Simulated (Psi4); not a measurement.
**SiF3 (SMILES F[Si](F)F) at UHF/STO-3G**

Aim: the vertical electron affinity of SiF3 at UHF/STO-3G, from 2 runs. 

The calculation is run with Psi4 1.11.

5 further runs of the same task are left out: 5 that didn't finish.

## (1) The system as given

SiF3: 4 atoms, total charge 0, spin state doublet. As SMILES, `F[Si](F)F`. The coordinates come from a PBE0-D4/def2-TZVP relaxation.

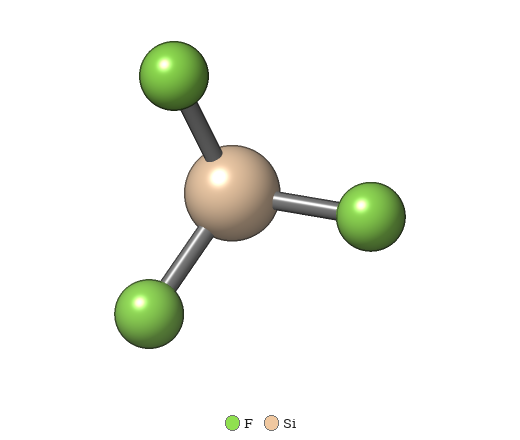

Viewed from a chosen angle; fluorine green, silicon light orange.

## (2) Energy and gradient at UHF/STO-3G

f3si.json reads:

```json
{
  "schema_name": "qcschema_input",
  "schema_version": 1,
  "molecule": {
    "schema_name": "qcschema_molecule",
    "schema_version": 2,
    "symbols": ["F", "Si", "F", "F"],
    "geometry": [1.48315155, -0.95816673, 2.17639758, -0.53432006, 0.40262505, 0.44272504, -1.8788791, -1.68610813, -1.21762613, 0.93004761, 2.24164982, -1.40149648],
    "molecular_charge": 0,
    "molecular_multiplicity": 2,
    "fix_symmetry": "c1",
    "fix_com": true,
    "fix_orientation": true
  },
  "driver": "gradient",
  "model": {
    "method": "hf",
    "basis": "STO-3G"
  },
  "keywords": {
    "reference": "uhf",
    "puream": true,
    "e_convergence": 1e-09,
    "d_convergence": 1e-08,
    "scf_type": "pk",
    "maxiter": 100,
    "scf_properties": ["LOWDIN_CHARGES", "QUADRUPOLE", "MAYER_INDICES"]
  }
}
```

On the command line:

```bash
$ psi4 --qcschema f3si.json -n 1 --memory 2200MB
```

stdout, cut to the lines that bear on the results:

```text
[...]
  Running in c1 symmetry.
[...]
  Nuclear repulsion =  176.798451345898798
[...]
  Multiplicity = 2
[...]
  Nalpha       = 21
  Nbeta        = 20
[...]
    Number of basis functions: 24
[...]
   @UHF iter   1:  -579.61556594648096   -1.53867e+00   1.36335e-02 ADIIS/DIIS
[...]
   @UHF iter  11:  -579.72549305609209   -1.59162e-12   9.59026e-09 DIIS
[...]
   @S^2 Observed:                7.573523824E-01
[...]
    Orbital Energies [Eh]
    ---------------------
    Alpha Occupied:
       1A    -68.035465     2A    -25.840207     3A    -25.839968
       4A    -25.839948     5A     -6.032203     6A     -4.062740
       7A     -4.051246     8A     -4.051245     9A     -1.488733
      10A     -1.452762    11A     -1.452735    12A     -0.656646
      13A     -0.541966    14A     -0.541950    15A     -0.538526
      16A     -0.462771    17A     -0.462758    18A     -0.439163
      19A     -0.425951    20A     -0.425940    21A     -0.251354
    Alpha Virtual:
      22A      0.534324    23A      0.534442    24A      0.536292
[...]
  @UHF Final Energy:  -579.72549305609209
   => Energetics <=
    Nuclear Repulsion Energy =            176.7984513458987976
    One-Electron Energy =               -1167.9054845279242727
    Two-Electron Energy =                 411.3815401259334408
    Total Energy =                       -579.7254930560920911
  UHF NO Occupations:
  HONO-2 :   19  A 1.9986438
  HONO-1 :   20  A 1.9986435
[...]
 Multipole Moments:
 ------------------------------------------------------------------------------------
     Multipole            Electronic (a.u.)      Nuclear  (a.u.)        Total (a.u.)
 ------------------------------------------------------------------------------------
 L = 1.  Multiply by 2.5417464519 to convert [e a0] to [Debye]
 Dipole X            :          2.2524310           -2.6716003           -0.4191693
 Dipole Y            :         -1.6974559            2.0131253            0.3156695
 Dipole Z            :         -1.8664411            2.2136253            0.3471842
 Magnitude           :                                                    0.6291955
 L = 2.  Multiply by 1.3450342976 to convert [e a0^2] to [Debye ang]
 Quadrupole XX       :        -80.5717153           63.3511947          -17.2205206
 Quadrupole XY       :        -32.7353742           31.4737222           -1.2616520
[...]
  -Total Gradient:
     Atom            X                  Y                   Z
    ------   -----------------  -----------------  -----------------
       1       -0.019994968372     0.014009120728    -0.006597812923
       2        0.033357585485    -0.025183347523    -0.027676185454
       3        0.002868333689     0.018960087285     0.016508987119
       4       -0.016230950804    -0.007785860489     0.017765011259
[...]
```

The result, in JSON:

```text
{
 "driver": "gradient",
 "model": {
  "method": "hf",
  "basis": "STO-3G"
 },
 "success": true,
 "return_result": [-0.019994968372145205, 0.014009120728261965, -0.006597812923401392, 0.03335758548455181, -0.025183347522654387, -0.027676185454232324, 0.002868333688868338, 0.01896008728485693, 0.016508987119127155, -0.016230950803553953, -0.00778586048903912, 0.01776501125886018],
 "properties": {
  "calcinfo_nbasis": 24,
  "calcinfo_nmo": 24,
  "calcinfo_nalpha": 21,
  "calcinfo_nbeta": 20,
  "calcinfo_natom": 4,
  "nuclear_repulsion_energy": 176.7984513458988,
  "return_energy": -579.7254930560921,
  "return_gradient": [-0.019994968372145205, 0.014009120728261965, -0.006597812923401392, 0.03335758548455181, -0.025183347522654387, -0.027676185454232324, 0.002868333688868338, 0.01896008728485693, 0.016508987119127155, -0.016230950803553953, -0.00778586048903912, 0.01776501125886018],
  "scf_one_electron_energy": -1167.9054845279243,
  "scf_two_electron_energy": 411.38154012593344,
  "scf_dipole_moment": [-0.41916925893881807, 0.31566948202894274, 0.34718417247730216],
  "scf_total_energy": -579.7254930560921,
  "scf_total_gradient": [-0.019994968372145205, 0.014009120728261965, -0.006597812923401392, 0.03335758548455181, -0.025183347522654387, -0.027676185454232324, 0.002868333688868338, 0.01896008728485693, 0.016508987119127155, -0.016230950803553953, -0.00778586048903912, 0.01776501125886018],
  "scf_iterations": 11
 }
}
```

It took 4.8 s on 1 thread of Intel Xeon at 2.50GHz (Skylake/Cascade Lake), shared host; peak memory 0.18 GiB.

## (3) The singlet anion: a single-point energy at HF/STO-3G

calc.in reads:

```
memory 2200 mb

molecule {
  -1 1
  F      1.48315155    -0.95816673     2.17639758
  Si    -0.53432006     0.40262505     0.44272504
  F     -1.87887910    -1.68610813    -1.21762613
  F      0.93004761     2.24164982    -1.40149648
  units au
  symmetry c1
  no_reorient
  no_com
}

set {
  basis         STO-3G
  puream        true
  e_convergence 1e-09
  d_convergence 1e-08
  scf_type      pk
}

result, w = energy('hf', return_wfn=True)
oeprop(w, 'MULLIKEN_CHARGES', 'WIBERG_LOWDIN_INDICES', 'MAYER_INDICES')
print_variables()
```

On the command line:

```bash
$ psi4 -i calc.in -o calc.out -n 1
```

calc.out, cut to the lines that bear on the results:

```text
[...]
  Running in c1 symmetry.
[...]
  Nuclear repulsion =  176.798451345898798
[...]
  Multiplicity = 1
[...]
  Nalpha       = 21
  Nbeta        = 21
[...]
    Number of basis functions: 24
[...]
   @RHF iter   1:  -579.47978207158849   -1.40289e+00   9.67584e-03 ADIIS/DIIS
[...]
   @RHF iter   9:  -579.53386645703984   -2.04636e-12   6.26920e-09 DIIS
[...]
    Orbital Energies [Eh]
    ---------------------
    Doubly Occupied:
       1A    -67.531591     2A    -25.446122     3A    -25.445878
       4A    -25.445868     5A     -5.554620     6A     -3.574181
       7A     -3.574181     8A     -3.571828     9A     -1.145818
      10A     -1.110601    11A     -1.110583    12A     -0.306111
      13A     -0.199144    14A     -0.199133    15A     -0.184723
      16A     -0.124961    17A     -0.124951    18A     -0.109172
      19A     -0.097206    20A     -0.097197    21A      0.182749
[...]
  @RHF Final Energy:  -579.53386645703984
   => Energetics <=
    Nuclear Repulsion Energy =            176.7984513458987976
    One-Electron Energy =               -1183.1223960774564148
    Two-Electron Energy =                 426.7900782745177253
    Total Energy =                       -579.5338664570399487
[...]
 Multipole Moments:
 ------------------------------------------------------------------------------------
     Multipole            Electronic (a.u.)      Nuclear  (a.u.)        Total (a.u.)
 ------------------------------------------------------------------------------------
 L = 1.  Multiply by 2.5417464519 to convert [e a0] to [Debye]
 Dipole X            :          3.1089710           -2.6716003            0.4373707
 Dipole Y            :         -2.3430192            2.0131253           -0.3298938
 Dipole Z            :         -2.5762485            2.2136253           -0.3626232
 Magnitude           :                                                    0.6569769
[...]
  Mulliken Charges: (a.u.)
   Center  Symbol    Alpha    Beta     Spin     Total
       1     F     4.73802  4.73802  0.00000 -0.47604
       2    SI     6.78594  6.78594  0.00000  0.42812
       3     F     4.73802  4.73802  0.00000 -0.47603
       4     F     4.73802  4.73802  0.00000 -0.47604
   Total alpha = 21.00000, Total beta = 21.00000, Total charge = -1.00000
  Mayer Bond Indices:
[...]
```

It took 3.9 s on 1 thread of Intel Xeon at 2.50GHz (Skylake/Cascade Lake), shared host; peak memory 0.18 GiB.

## (4) Results

Level: UHF/STO-3G.

```
                                                            quantity          value
                                          doublet SiF3: total energy  -579.72549 Eh
                                         doublet SiF3: dipole moment         1.60 D
                    doublet SiF3: HOMO energy (highest over α and β)       -6.84 eV
                     doublet SiF3: LUMO energy (lowest over α and β)        5.47 eV
                                                  doublet SiF3: ⟨S²⟩          0.757
                              doublet SiF3: largest force on an atom     2.578 eV/Å
                                         singlet anion: total energy  -579.53387 Eh
                                          singlet anion: HOMO energy        4.97 eV
                                          singlet anion: LUMO energy       23.95 eV
singlet anion: HOMO–LUMO gap (to an unbound level, set by the basis)       18.98 eV
                   vertical electron affinity (to the singlet anion)      -5.214 eV
```

The anion lies 5.21 eV (503 kJ/mol) above the neutral: the electron isn't bound at this level, and such a value depends on the basis. Without diffuse functions anions come out too high. Hartree–Fock misses the correlation that binds many anions. The largest force (doublet SiF3) is 2.58 eV/Å: the shape isn't a stationary point for this species at this level. In a minimal basis such a difference can be off by several eV, whatever the method. Mulliken charges (singlet anion) run from -0.48 on F1 to +0.43 on Si2; they depend strongly on the basis. The HOMO (singlet anion) lies at positive energy, 4.97 eV: the electron is unbound at this level or held by a compact basis; values depend on the basis.
